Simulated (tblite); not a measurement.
C3H11Si3: geometry relaxation (part 1 of 2)

- system: C3H11Si3, multiplicity 2
- method: GFN2-xTB geometry optimisation, gas phase (tblite 0.8.0)

It belongs to a series of runs on one base structure; here: H removed from Si.

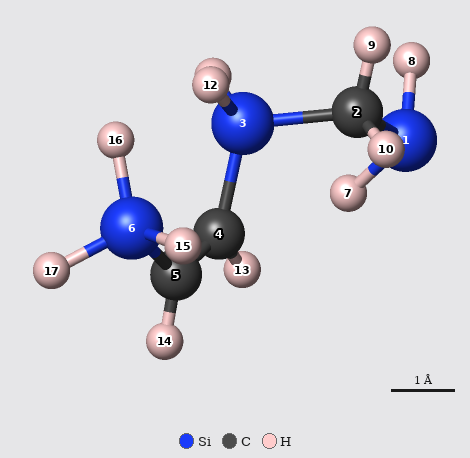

The structure as given in the input (ball-and-stick view, seen at a tilt; atoms are numbered from 1 in the order of the input). Bond lengths as drawn: C–C 1.33 Å, C–H 1.09 to 1.12 Å, C–Si 1.82 to 1.87 Å and H–Si 1.44 to 1.49 Å.

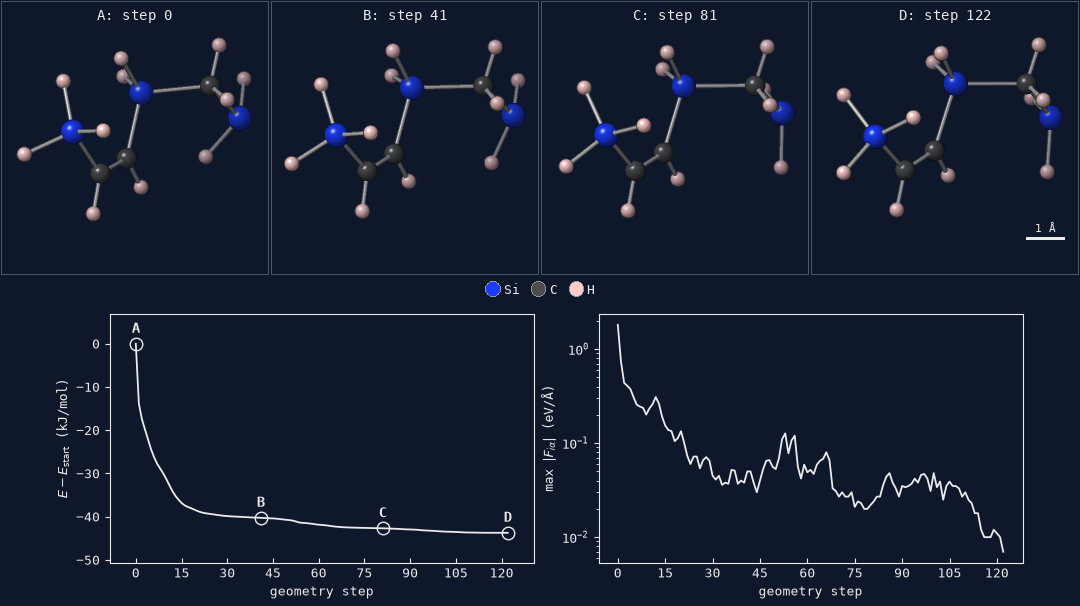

Frames of the relaxation (ball-and-stick view, seen at a tilt) above the curves, on which the letters mark them (steps are counted from 0).

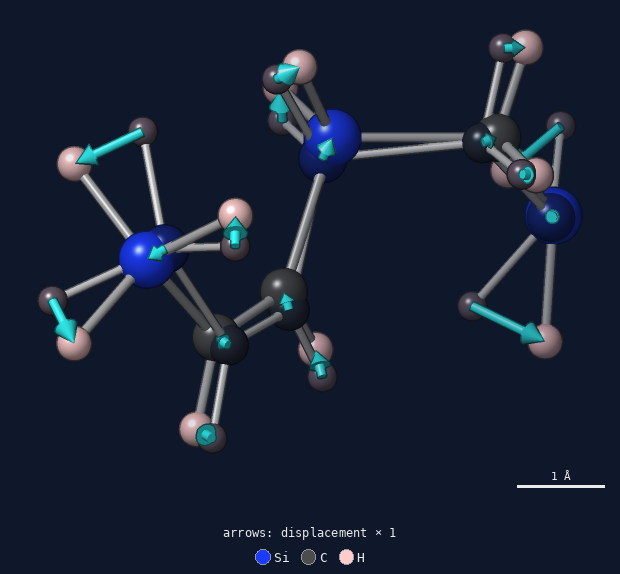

Start (faint) and end (solid) with the displacements as teal arrows, at true length (ball-and-stick view, seen at a tilt). The two geometries are laid on each other by the best rigid fit. The largest move after the best rigid fit is that of H7, 1.06 Å. Largest moves by element: H 1.06 Å, Si 0.29 Å, C 0.22 Å. Among the contacts that change: C2–Si3 1.854 → 1.912 Å, Si3–C4 1.823 → 1.878 Å, C5–Si6 1.826 → 1.881 Å, C2–H10 1.124 → 1.091 Å. Among the angles that change: C2–Si1–H8 104.9° → 113.8°, H7–Si1–H8 105.3° → 112.2°, Si3–C4–H13 120.1° → 114.4°. Over 122 geometry steps the energy falls by 43.7 kJ/mol. The largest force component goes from 1.8 to 0.007 eV/Å. (Atoms are counted from 1 in the order of the input.)

The input that produced these results follows, with the program's output.

The input:
```
{"job": {"kind": "relax", "xc": "GFN2-xTB", "basis": "xTB"}, "charge": 0, "multiplicity": 2}
Si     3.176200    -0.559300     0.141100
C      1.773300     0.547900     0.704100
Si     0.435600     0.688900    -0.572100
C     -0.381700    -0.935000    -0.708200
C     -1.670800    -1.117800    -0.454600
Si    -2.839200     0.205000     0.014600
H      2.732300    -1.459000    -0.959600
H      4.164800     0.363600    -0.481000
H      2.216600     1.566400     0.856400
H      1.367800     0.191000     1.690200
H      1.093300     1.085300    -1.825100
H     -0.467900     1.767300    -0.141900
H      0.197500    -1.815200    -0.967600
H     -2.081600    -2.133700    -0.559900
H     -3.109800     0.198200     1.473800
H     -2.478700     1.542100    -0.386000
H     -4.134600    -0.123600    -0.625900
```

The first line tells a small driver script what to run in tblite; the rest is the geometry in Å.

Run as:
```bash
OMP_NUM_THREADS=1 python <driver script> task.json out
```

What the program printed:
```
step      E/eV     max force
  0    -464.80094    1.949
  1    -464.94465    0.772
  2    -464.98169    0.458
  3    -465.00617    0.447
  4    -465.03017    0.402
  5    -465.05392    0.386
  6    -465.07308    0.340
  7    -465.08860    0.286
  8    -465.10017    0.263
  9    -465.11190    0.295
 10    -465.12515    0.344
 11    -465.13974    0.336
 12    -465.15404    0.342
 13    -465.16561    0.297
 14    -465.17462    0.221
 15    -465.18254    0.210
 16    -465.18817    0.176
 17    -465.19186    0.164
 18    -465.19488    0.124
 19    -465.19789    0.153
 20    -465.20107    0.143
 21    -465.20395    0.117
 22    -465.20595    0.086
 23    -465.20728    0.075
 24    -465.20839    0.079
 25    -465.20943    0.086
 26    -465.21047    0.072
 27    -465.21152    0.071
 28    -465.21252    0.079
 29    -465.21335    0.066
 30    -465.21397    0.053
 31    -465.21447    0.050
 32    -465.21491    0.048
 33    -465.21530    0.047
 34    -465.21567    0.053
 35    -465.21605    0.047
 36    -465.21650    0.056
 37    -465.21695    0.061
 38    -465.21731    0.045
 39    -465.21756    0.040
 40    -465.21781    0.039
 41    -465.21814    0.053
 42    -465.21856    0.063
 43    -465.21896    0.052
 44    -465.21928    0.040
 45    -465.21960    0.047
 46    -465.22010    0.068
 47    -465.22086    0.091
 48    -465.22177    0.089
 49    -465.22259    0.067
 50    -465.22332    0.066
 51    -465.22423    0.081
 52    -465.22580    0.129
 53    -465.22800    0.151
 54    -465.22983    0.098
 55    -465.23035    0.120
 56    -465.23086    0.126
 57    -465.23183    0.058
 58    -465.23250    0.055
 59    -465.23381    0.083
 60    -465.23456    0.063
 61    -465.23526    0.056
 62    -465.23585    0.054
 63    -465.23668    0.063
 64    -465.23782    0.066
 65    -465.23877    0.096
 66    -465.23962    0.082
 67    -465.24003    0.068
 68    -465.24066    0.039
 69    -465.24100    0.035
 70    -465.24136    0.038
 71    -465.24157    0.032
 72    -465.24178    0.030
 73    -465.24199    0.032
 74    -465.24216    0.031
 75    -465.24231    0.032
 76    -465.24245    0.036
 77    -465.24266    0.024
 78    -465.24285    0.024
 79    -465.24304    0.024
 80    -465.24315    0.028
 81    -465.24329    0.032
 82    -465.24348    0.032
 83    -465.24376    0.031
 84    -465.24407    0.042
 85    -465.24436    0.053
 86    -465.24466    0.060
 87    -465.24503    0.052
 88    -465.24547    0.033
 89    -465.24584    0.030
 90    -465.24609    0.035
 91    -465.24633    0.038
 92    -465.24670    0.043
 93    -465.24728    0.049
 94    -465.24796    0.054
 95    -465.24847    0.046
 96    -465.24881    0.051
 97    -465.24912    0.050
 98    -465.24952    0.043
 99    -465.25006    0.035
100    -465.25064    0.056
101    -465.25105    0.047
102    -465.25130    0.043
103    -465.25154    0.031
104    -465.25173    0.036
105    -465.25206    0.039
106    -465.25236    0.045
107    -465.25278    0.040
108    -465.25311    0.036
109    -465.25331    0.027
110    -465.25341    0.038
111    -465.25351    0.031
112    -465.25366    0.033
113    -465.25381    0.025
114    -465.25391    0.024
115    -465.25396    0.016
116    -465.25399    0.011
117    -465.25400    0.011
118    -465.25402    0.013
119    -465.25404    0.014
120    -465.25407    0.013
121    -465.25410    0.013
122    -465.25412    0.009
```

Trajectory as extended XYZ (Å, eV, eV/Å), 13 of the 123 frames kept, from step=0 to step=122:
```
17
Properties=species:S:1:pos:R:3:forces:R:3 step=0 energy=-464.80094
Si    3.1762   -0.5593    0.1411    0.4460   0.0230  -0.9970
C     1.7733    0.5479    0.7041    0.5350   0.4270   1.7450
Si    0.4356    0.6889   -0.5721    0.2820   1.3710  -0.4000
C    -0.3817   -0.9350   -0.7082   -0.3860  -1.0730  -0.1110
C    -1.6708   -1.1178   -0.4546    0.2020  -1.1600  -0.3390
Si   -2.8392    0.2050    0.0146   -1.8110   0.3570   0.6260
H     2.7323   -1.4590   -0.9596    0.2050   0.0000   0.3920
H     4.1648    0.3636   -0.4810   -0.0070  -0.3430   0.2260
H     2.2166    1.5664    0.8564   -0.4500  -0.8090   0.1620
H     1.3678    0.1910    1.6902    0.2530   0.5330  -0.7870
H     1.0933    1.0853   -1.8251   -0.1060  -0.0160  -0.1310
H    -0.4679    1.7673   -0.1419    0.3050  -0.0270  -0.0950
H     0.1975   -1.8152   -0.9676    0.1870   0.0750  -0.0900
H    -2.0816   -2.1337   -0.5599    0.1010   0.3570   0.1230
H    -3.1098    0.1982    1.4738    0.1770  -0.0240  -0.2120
H    -2.4787    1.5421   -0.3860   -0.1010   0.2620  -0.1480
H    -4.1346   -0.1236   -0.6259    0.1680   0.0460   0.0350
17
Properties=species:S:1:pos:R:3:forces:R:3 step=10 energy=-465.12515
Si    3.2360   -0.5219    0.0669   -0.0190   0.0610  -0.0030
C     1.8266    0.5695    0.7476    0.1940  -0.2030  -0.1980
Si    0.4768    0.7354   -0.5915    0.1480   0.0410   0.2050
C    -0.4198   -0.9101   -0.7097   -0.0040   0.0940   0.0160
C    -1.7092   -1.1235   -0.4641   -0.0750   0.1260   0.0220
Si   -2.9830    0.1659    0.0245   -0.0330   0.1560  -0.0110
H     2.7925   -1.5421   -0.9048    0.1360   0.1630   0.2010
H     4.3032    0.3203   -0.4944   -0.1020  -0.1510   0.0330
H     2.2405    1.5476    0.9911   -0.0170   0.0210  -0.0830
H     1.3907    0.2007    1.6764    0.0260  -0.1310  -0.0950
H     1.0694    1.0825   -1.8860    0.0620  -0.0340  -0.0990
H    -0.3740    1.8326   -0.1752   -0.1740   0.2340   0.0300
H     0.1996   -1.7577   -0.9831    0.0420  -0.0800  -0.0180
H    -2.0975   -2.1333   -0.5354    0.0260  -0.1380  -0.0500
H    -3.1015    0.1801    1.4850   -0.0950  -0.0730   0.0230
H    -2.6106    1.5116   -0.4035   -0.0490   0.0270  -0.0450
H    -4.2467   -0.1454   -0.6453   -0.0670  -0.1130   0.0720
17
Properties=species:S:1:pos:R:3:forces:R:3 step=20 energy=-465.20107
Si    3.3361   -0.5084    0.0913   -0.0770   0.0450  -0.0900
C     1.8775    0.5478    0.7009    0.0680  -0.0410   0.0180
Si    0.4825    0.8019   -0.5853    0.1010  -0.0690   0.0660
C    -0.4516   -0.8268   -0.6878    0.0200   0.0270  -0.0310
C    -1.7431   -1.0675   -0.4697    0.0280  -0.0200  -0.0100
Si   -3.0803    0.1625    0.0218    0.1340  -0.0130  -0.0490
H     2.9057   -1.5956   -0.7886    0.0650  -0.0170   0.0580
H     4.4196    0.2595   -0.5239   -0.0660  -0.0090   0.0350
H     2.2616    1.5192    1.0159    0.0000  -0.0050  -0.0470
H     1.4465    0.0991    1.5978   -0.0370   0.0010  -0.0220
H     1.0733    1.0500   -1.9068    0.0400   0.0550  -0.0590
H    -0.3355    1.9519   -0.2004   -0.0210   0.0100   0.0200
H     0.1815   -1.6710   -0.9644   -0.0460   0.0350   0.0460
H    -2.0760   -2.1003   -0.5613   -0.0640   0.0360  -0.0140
H    -3.1918    0.1282    1.4809   -0.0440   0.0440   0.0740
H    -2.7630    1.5122   -0.4469   -0.0450  -0.0220   0.0300
H    -4.3500   -0.2506   -0.5751   -0.0560  -0.0580  -0.0240
17
Properties=species:S:1:pos:R:3:forces:R:3 step=30 energy=-465.21397
Si    3.3469   -0.5135    0.0829    0.0260  -0.0100  -0.0020
C     1.8904    0.5371    0.6889    0.0150  -0.0230   0.0000
Si    0.5011    0.8123   -0.5956   -0.0010  -0.0010   0.0140
C    -0.4515   -0.8070   -0.6884    0.0070   0.0250  -0.0170
C    -1.7461   -1.0416   -0.4772    0.0300  -0.0220   0.0040
Si   -3.1020    0.1598    0.0293    0.0330  -0.0290  -0.0210
H     2.9747   -1.6604   -0.7410    0.0100   0.0040   0.0250
H     4.4123    0.2716   -0.5324   -0.0190   0.0010  -0.0250
H     2.2800    1.5069    1.0032   -0.0200  -0.0380   0.0060
H     1.4481    0.0811    1.5765   -0.0020   0.0450   0.0010
H     1.1009    1.0867   -1.9143   -0.0240   0.0020   0.0330
H    -0.3202    1.9579   -0.1916    0.0010  -0.0250  -0.0080
H     0.1767   -1.6595   -0.9488   -0.0390   0.0310  -0.0170
H    -2.0884   -2.0699   -0.5855   -0.0050   0.0060   0.0240
H    -3.2394    0.1543    1.4899    0.0180   0.0010   0.0140
H    -2.8325    1.5153   -0.4406   -0.0150   0.0390  -0.0170
H    -4.3580   -0.3190   -0.5569   -0.0130  -0.0050  -0.0150
```
